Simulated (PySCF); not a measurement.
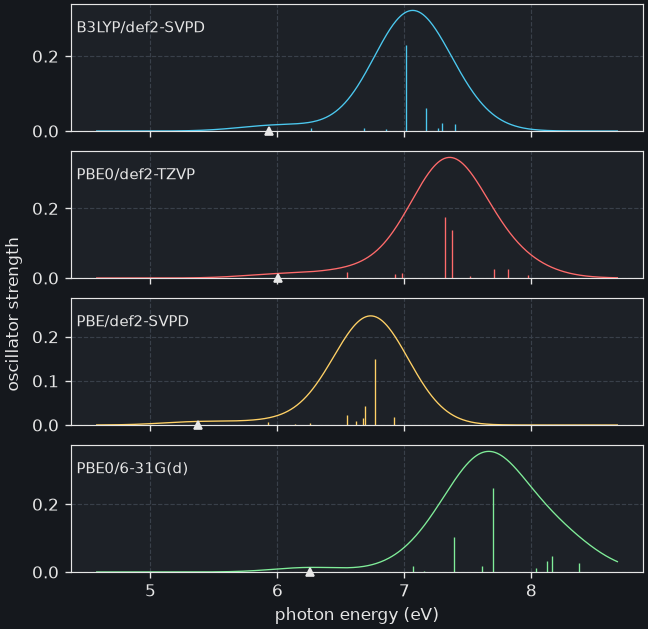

Vertical TDDFT spectra of CH₉OPSi₂, SMILES C[Si@H](P)O[SiH3] at one geometry and several levels (PySCF 2.14.0, at a PBE0-D3(BJ)/def2-SVP geometry (no frequency check)); sticks with Gaussians of 1/e half-width 0.40 eV, the triangle marks S1, which has the same leading orbital pair at all these levels. Only the lowest states were computed, so the high end is incomplete.

How far does S1 move with the level of theory?

Answer. From lowest to highest: PBE/def2-SVPD 5.38 eV, B3LYP/def2-SVPD 5.94 eV, PBE0/def2-TZVP 6.01 eV, PBE0/6-31G(d) 6.25 eV; a spread of 0.88 eV.

Limits of at least one run: 6-31G(d) has no diffuse functions, so states with Rydberg character are missing or too high; core orbitals are frozen in the response; def2-TZVP has no diffuse functions, so states with Rydberg character are missing or too high; one conformer of a flexible molecule; states above the negative HOMO energy depend on the basis.
